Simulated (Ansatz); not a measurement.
# BF (SMILES [B]F) at FCI/STO-3G

Aim: the energy change on altering one bond length of BF at FCI/STO-3G, from 2 runs. 

The results are computed with Ansatz 0.2.0.

39 further runs of the same task are left out: 1 that didn't finish, 38 set aside as unsound or not needed.

**1. Starting point**

BF: 2 atoms, total charge 0, spin state singlet. As SMILES, `[B]F`. The coordinates come from a GFN2-xTB relaxation.

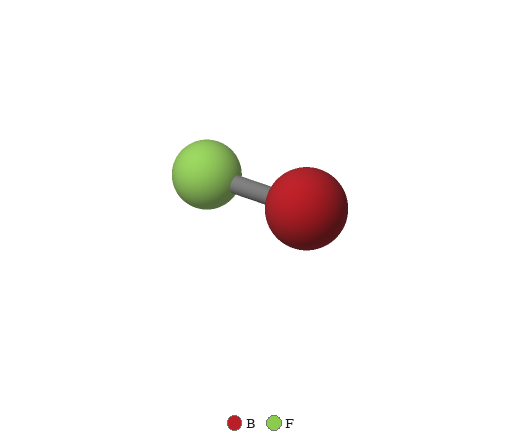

The structure, seen from a chosen angle (boron red, fluorine green).

**2. The energy at FCI/STO-3G**

File molecule.yaml:

```yaml
crystal:
  periodic: [false, false, false]
  atoms:
    - symbol: B
      position_ang: [0.000000, 0.000000, 0.000000]
    - symbol: F
      position_ang: [0.000000, 0.000000, 1.244390]
basis:
  gaussian:
    orbitals: STO-3G
correlation:
  method: fci
  frozen_orbitals: {B: 1, F: 1}
accuracy: high
```

The run is started by

```sh
$ ansatz run molecule.yaml --threads 1 --pin off --max-ram 2610MiB --events-out events.jsonl --progress --plain --runs-dir runs
```

Log:

```text
Warning: RAYON_NUM_THREADS=1 ignored (pool sized by the plan → 1); use --threads N
Functional definition: HF
  name "HF"
  exchange = exact_x
  correlation = 0
149 factors; integrals over basis functions are off by at most 2.3e-8 eV
mean field evaluation 1: about -3328.8710 eV, gradient 1.3e1 eV
mean field evaluation 2: about -3328.8982 eV, gradient 1.3e1 eV
mean field evaluation 4: about -3329.4927 eV, gradient 5.4e-1 eV
mean field evaluation 8: about -3329.4936 eV, gradient 1.3e-6 eV
mean field -3329.49355707 eV, -122.3566314105 hartree, gradient 6.9e-8 eV, S^2 0.000000; 0 other end points of the search recorded, 0 dependent functions left out
2 core orbitals not correlated: weight in the atoms' cores, before any rotation towards them, 1.000 or more for the frozen orbitals, at most 0.000 for the correlated occupied ones
reference -3329.49355707 eV, -122.3566314105 hartree; 5, 5 occupied and 3, 3 virtual orbitals, 149 factors
state -3331.78391971 eV, -122.4408006852 hartree
Total energy: -3331.78391971 eV, -122.4408006852 hartree
```

Run time: 0.22 s. Hardware: 1 thread of Arm Neoverse N1, shared host.

**3. The distorted shape**

File in.yaml:

```yaml
crystal:
  periodic: [false, false, false]
  atoms:
    - {symbol: B, position_ang: [0.000000, 0.000000, -0.311110]}
    - {symbol: F, position_ang: [0.000000, 0.000000, 1.244390]}
basis:
  gaussian: {orbitals: STO-3G}
correlation: {method: fci, frozen_orbitals: {B: 1, F: 1}}
accuracy: high
```

The run is started by

```sh
$ ansatz run in.yaml --threads 1 --pin off --max-ram 2610MiB --events-out events.jsonl --progress --plain --runs-dir runs
```

Log:

```text
Warning: RAYON_NUM_THREADS=1 ignored (pool sized by the plan → 1); use --threads N
Functional definition: HF
  name "HF"
  exchange = exact_x
  correlation = 0
149 factors; integrals over basis functions are off by at most 9.9e-9 eV
mean field evaluation 1: about -3325.1088 eV, gradient 2.2e1 eV
mean field evaluation 2: about -3325.1462 eV, gradient 2.2e1 eV
mean field evaluation 4: about -3327.5385 eV, gradient 1.7e0 eV
mean field evaluation 8: about -3327.5676 eV, gradient 7.5e-5 eV
mean field -3327.56762230 eV, -122.2858546132 hartree, gradient 2.2e-8 eV, S^2 0.000000; 0 other end points of the search recorded, 0 dependent functions left out; unrestricted orbitals would lower it
mean field evaluation 16: about -3327.4986 eV, gradient 6.3e0 eV
2 core orbitals not correlated: weight in the atoms' cores, before any rotation towards them, 1.000 or more for the frozen orbitals, at most 0.000 for the correlated occupied ones
reference -3327.56762230 eV, -122.2858546132 hartree; 5, 5 occupied and 3, 3 virtual orbitals, 149 factors
state -3330.29914965 eV, -122.3862363919 hartree
Total energy: -3330.29914965 eV, -122.3862363919 hartree
```

Wall time 0.22 s (1 thread of Arm Neoverse N1, shared host).

**4. Summary of results**

At FCI/STO-3G, 2 core orbitals frozen:

| quantity | value |
| --- | --- |
| first shape: total energy | -122.44080 Eh |
| first shape: correlation energy (2 core orbitals frozen) | -84.2 mEh |
| distorted shape: total energy | -122.38624 Eh |
| distorted shape: correlation energy (2 core orbitals frozen) | -100.4 mEh |
| energy change with the B1–F2 bond stretched from 1.244 to 1.556 Å | 1.485 eV |

With the B1–F2 bond stretched from 1.244 to 1.556 Å the energy rises by 1.48 eV (143 kJ/mol). The first shape isn't relaxed at this level, so the change isn't measured from a minimum. The minimal basis adds a large error of its own. The restricted solution (distorted shape) is unstable to spin breaking: an unrestricted one lies lower.
